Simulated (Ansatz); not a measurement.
L1₂ (Cu3Au-type) Ni3Fe, treated with PBE in Ansatz (PAW).

Run with plane-wave cutoff 520 eV, 16×16×16 k mesh, Fermi–Dirac smearing 0.05 eV, spin-polarised with parallel moments, scalar-relativistic PAW data made under PBE.

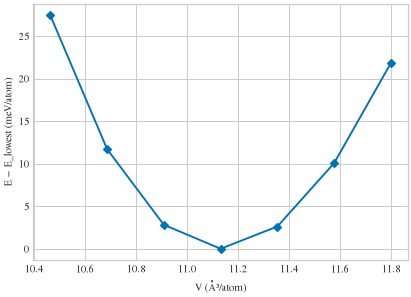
Figure. Total energy against volume

Task: From the curve, estimate the equilibrium volume and the bulk modulus.

Result: V0 ≈ 11.1 Å³/atom and B0 ≈ 200 GPa; the fit gives V0 = 11.131 Å³/atom, B0 = 195 GPa, B′ = 4.7.

The computed numbers hold no vibrational or temperature effects.

Ansatz is a first-principles code.
